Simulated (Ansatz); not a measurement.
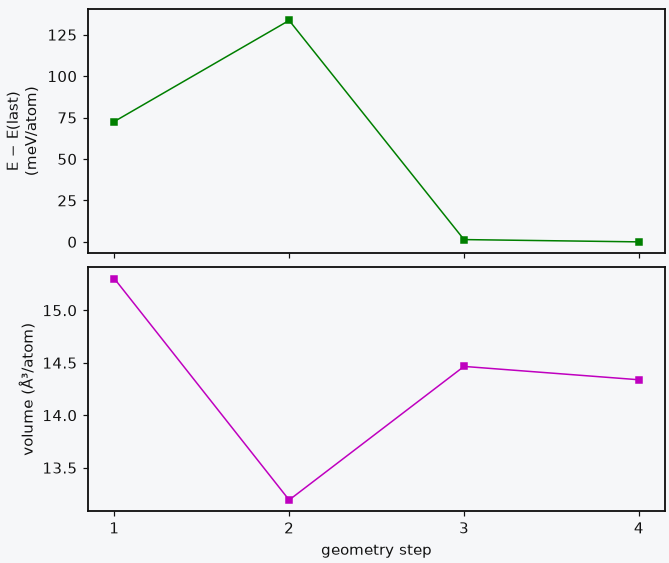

History of a geometry optimisation. Re (P6_3/mmc, 2 atoms in the cell); DFT, LDA, all-electron LAPW, scalar-relativistic (Ansatz); cutoff 293.69 eV, 14×14×8 k-mesh, Fermi–Dirac smearing of 0.05 eV. Atoms and cell relax. A closing SCF on a freshly chosen basis isn't drawn.

The optimisation met its thresholds at geometry 4, counting the start as the first. The energy fell by about 73 meV/atom from the first step to the last. Step 2 went uphill and was rejected by the line search. All forces vanish by symmetry, so only the cell moves. The volume shrinks from 15.3 to 14.3 Å³ per atom (−6 %), overshooting to 13.2 at step 2.
